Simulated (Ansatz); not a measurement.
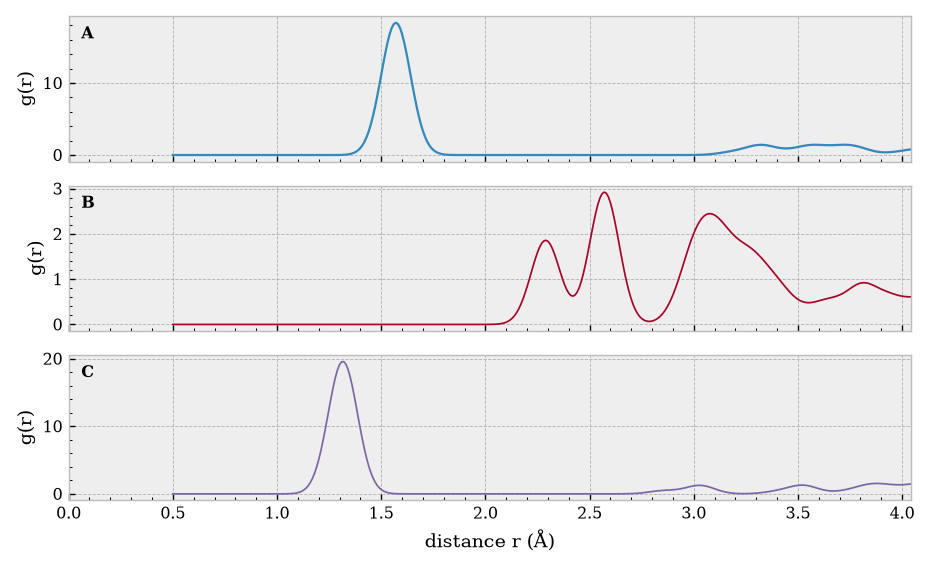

Partial pair correlation functions g(r) computed from the static structure of SiBF₇ (amorphous model cell), each distance broadened by a Gaussian of σ = 0.07 Å. Structure used: the end point of a relaxation with DFT PBE, scalar-relativistic, plane waves, PAW (Ansatz 0.2.0); the starting structure was generated, so it need not be a known form of this composition.

```
B F Si
1.0
     8.08248    0.00000    0.00000
     0.00000    8.08248    0.00000
     0.00000    0.00000    8.08248
B F Si
3 21 3
Direct
  0.80406 0.05318 0.42070
  0.73281 0.56945 0.55249
  0.29819 0.78149 0.32904
  0.78339 0.04200 0.58293
  0.95451 0.04824 0.35682
  0.67342 0.06665 0.32291
  0.78985 0.67818 0.44363
  0.75273 0.40881 0.52622
  0.66057 0.62302 0.68894
  0.41244 0.68213 0.39286
  0.16316 0.71635 0.26297
  0.32063 0.94308 0.32961
  0.52876 0.36967 0.17045
  0.25382 0.23329 0.08931
  0.41192 0.41070 0.87771
  0.52580 0.12526 0.96340
  0.27859 0.86523 0.91641
  0.96507 0.92297 0.88688
  0.17842 0.11145 0.74310
  0.13196 0.81268 0.63923
  0.05506 0.55519 0.94349
  0.77903 0.64397 0.07488
  0.80618 0.36196 0.92788
  0.94873 0.40808 0.20794
  0.43097 0.28381 0.02441
  0.13773 0.92841 0.79740
  0.89714 0.49318 0.04076
```

### The panels are unlabelled. Name the pair for each.

panel A is F–Si (first distance 1.57–1.58 Å); panel B is F–F (first distance 2.29–2.30 Å); panel C is B–F (first distance 1.32–1.33 Å).

### Give the first two coordination shells of each pair (distances closer than 0.12 Å counted as one shell; neighbours averaged over all atoms of the first element).

| pair | first shell (Å) | neighbours in it | second shell (Å) | neighbours in the second |
| --- | --- | --- | --- | --- |
| F–Si | 1.57–1.58 | 0.57 Si per F | 3.19–3.80 | 0.76 |
| F–F | 2.29–2.30 | 0.86 F per F | 2.55–2.59 | 1.71 |
| B–F | 1.32–1.33 | 3 F per B | 2.86 | 0.33 |
